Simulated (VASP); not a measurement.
Band structure of EuS (rock salt). Method: PBE GGA with D4 dispersion, VASP's PBE PAW potentials (set 64) (plane waves; VASP).

The 4f electrons are frozen in the core of the lanthanide potential, so 4f levels, which can set the real gap, and their magnetism are missing.

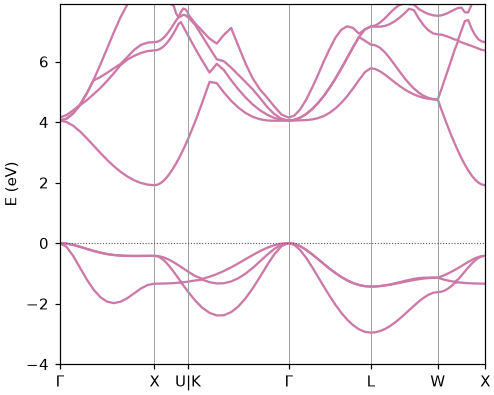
*Bands along high-symmetry lines, zero at the valence-band maximum or, without a gap, the Fermi level*

Problem. Read the plot: is there a gap, and where are the band edges?

Solution. The gap is indirect, 1.91 eV, from the valence maximum at Γ to the conduction minimum at X. (Edges off the drawn lines would not show.)

The compound is EuS in the rock salt structure. It was relaxed first, which changed the volume by -8 %.
